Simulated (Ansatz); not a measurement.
# BNH6 (SMILES [BH3-][NH3+]) at revPBE/def2-TZVP

Aim: the energy change on altering one bond length of BNH6 at revPBE/def2-TZVP, from 2 runs. 

The results are computed with Ansatz 0.2.0.

51 further runs of the same task are left out: 51 set aside as unsound or not needed.

### 1 The system as given

BNH6: 8 atoms, total charge 0, spin state singlet. SMILES: `[BH3-][NH3+]`. Geometry: relaxed at PBE0-D4/def2-TZVP.

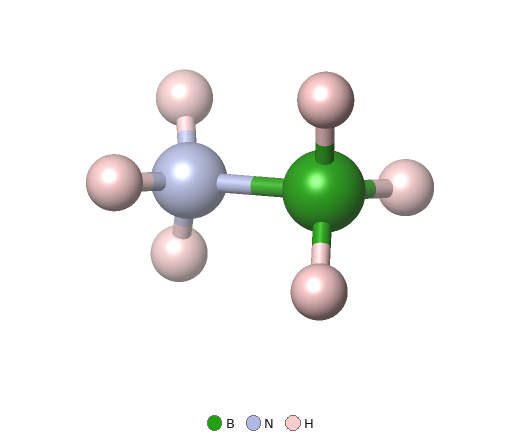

Viewed from a chosen angle; boron green, nitrogen light blue, hydrogen pink.

### 2 The energy at revPBE/def2-TZVP

File in.yaml:

```yaml
crystal:
  periodic: [false, false, false]
  atoms:
    - {symbol: B, position_ang: [-0.191300, 0.250800, -0.775400]}
    - {symbol: "N", position_ang: [0.206500, -0.255100, 0.731700]}
    - {symbol: H, position_ang: [-0.078200, -0.728400, -1.481000]}
    - {symbol: H, position_ang: [-1.332600, 0.649700, -0.687200]}
    - {symbol: H, position_ang: [0.604400, 1.126600, -1.038400]}
    - {symbol: H, position_ang: [0.140800, 0.507000, 1.398700]}
    - {symbol: H, position_ang: [1.156600, -0.611300, 0.755300]}
    - {symbol: H, position_ang: [-0.414000, -0.996500, 1.040500]}
basis:
  gaussian: {orbitals: def2-TZVP}
accuracy: high
hamiltonian: {xc: {name: revPBE}}
output: {orbitals: {seedname: orbitals}}
```

The run is started by

```bash
ansatz run in.yaml --threads 1 --pin off --max-ram 3480MiB --events-out events.jsonl --progress --plain --runs-dir runs
```

The log of the run:

```text
Warning: RAYON_NUM_THREADS=1 ignored (pool sized by the plan → 1); use --threads N
Functional definition: revPBE
  name "revPBE"
  parameter kappa = 1.245
  parameter beta = 0.06672455060314922
  exchange = pbe_x(kappa = kappa, mu = beta*pi^2/3)
  correlation = pbe_c(beta = beta)
1878 factors; integrals over basis functions are off by at most 3.7e-9 eV
mean field evaluation 1: about -2256.0763 eV, gradient 6.1e1 eV
mean field evaluation 2: about -2242.7720 eV, gradient 9.4e1 eV
mean field evaluation 4: about -2264.3618 eV, gradient 4.9e0 eV
mean field evaluation 8: about -2264.4246 eV, gradient 8.7e-3 eV
mean field evaluation 16: about -2264.4246 eV, gradient 2.2e-7 eV
mean field -2264.42460353 eV, -83.2160692974 hartree, gradient 1.3e-8 eV, S^2 0.000000; 0 other end points of the search recorded, 0 dependent functions left out
reference -2264.42460815 eV, -83.2160694672 hartree; 9, 9 occupied and 89, 89 virtual orbitals, 1878 factors
Total energy: -2264.42460815 eV, -83.2160694672 hartree
```

It took 3.6 s on 1 thread of Arm Neoverse V2, shared host; peak memory 0.22 GiB.

### 3 The distorted shape

File in.yaml:

```yaml
basis:
  gaussian:
    orbitals: def2-TZVP
crystal:
  periodic: [false, false, false]
  atoms:
    - {symbol: B, position_ang: [-0.247846, 0.740367, -0.422624]}
    - {symbol: N, position_ang: [0.149954, 0.234467, 1.084476]}
    - {symbol: H, position_ang: [-0.078200, -0.728400, -1.481000]}
    - {symbol: H, position_ang: [-1.389146, 1.139267, -0.334424]}
    - {symbol: H, position_ang: [0.547854, 1.616167, -0.685624]}
    - {symbol: H, position_ang: [0.084254, 0.996567, 1.751476]}
    - {symbol: H, position_ang: [1.100054, -0.121733, 1.108076]}
    - {symbol: H, position_ang: [-0.470546, -0.506933, 1.393276]}
output:
  orbitals: {seedname: orbitals}
accuracy: high
hamiltonian:
  xc: {name: revPBE}
```

The run is started by

```bash
ansatz run in.yaml --threads 1 --pin off --max-ram 3480MiB --events-out events.jsonl --progress --plain --runs-dir runs
```

The log of the run, shortened:

```text
Warning: RAYON_NUM_THREADS=1 ignored (pool sized by the plan → 1); use --threads N
[... 6 set-up lines as earlier in the session ...]
1881 factors; integrals over basis functions are off by at most 3.8e-9 eV
mean field evaluation 1: about -2255.2252 eV, gradient 5.9e1 eV
mean field evaluation 2: about -2241.1948 eV, gradient 9.3e1 eV
mean field evaluation 4: about -2262.9037 eV, gradient 2.6e0 eV
mean field evaluation 8: about -2262.9211 eV, gradient 6.2e-2 eV
mean field evaluation 16: about -2262.9211 eV, gradient 7.4e-7 eV
mean field -2262.92110894 eV, -83.1608168905 hartree, gradient 7.5e-8 eV, S^2 0.000000; 0 other end points of the search recorded, 0 dependent functions left out
reference -2262.92111361 eV, -83.1608170621 hartree; 9, 9 occupied and 89, 89 virtual orbitals, 1881 factors
Total energy: -2262.92111361 eV, -83.1608170621 hartree
```

Wall time 3.6 s (1 thread of Arm Neoverse V2, shared host); peak memory 0.22 GiB.

### 4 Outcome

At revPBE/def2-TZVP:

| quantity | value |
| --- | --- |
| first shape: total energy | -83.21607 Eh |
| first shape: HOMO energy | -6.38 eV |
| first shape: LUMO energy | -0.82 eV |
| first shape: HOMO–LUMO gap | 5.57 eV |
| distorted shape: total energy | -83.16082 Eh |
| distorted shape: HOMO energy | -5.37 eV |
| distorted shape: LUMO energy | -0.98 eV |
| distorted shape: HOMO–LUMO gap | 4.39 eV |
| energy change with the B1–H3 bond stretched from 1.212 to 1.818 Å | 1.503 eV |

What this shows: With the B1–H3 bond stretched from 1.212 to 1.818 Å the energy rises by 1.50 eV (145 kJ/mol). The first shape isn't relaxed at this level, so the change isn't measured from a minimum.
